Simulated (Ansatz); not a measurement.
Calculation: PBE (plane waves to 420 eV, PAW; Ansatz, a first-principles code).

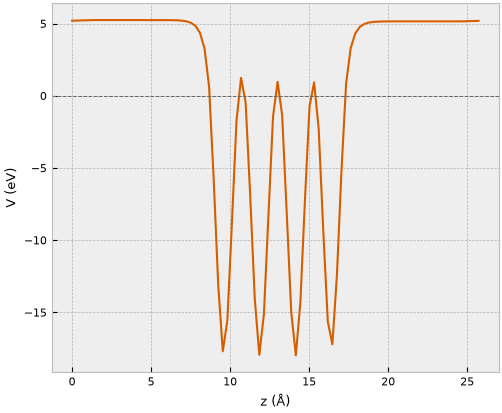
*Electrostatic potential energy of an electron, averaged over planes parallel to the surface, in eV from the Fermi level, for Co on a Pd site (surface) in a 3x3 cell of the 1x1 (111) surface of fcc Pd*

Set-up: 36 atoms, 6.8 Å thick at the start (thin: gaps and levels are the slab's own); mesh 4x4x1; 0.1 eV smearing; dipole correction on; 9 atoms held, the rest relaxed; start symmetry kept, larger cells not searched; spin-polarised, no spin-orbit, no U.

The vacuum level lies 5.15 eV above the Fermi level over the top face and 5.24 eV above it under the bottom face.
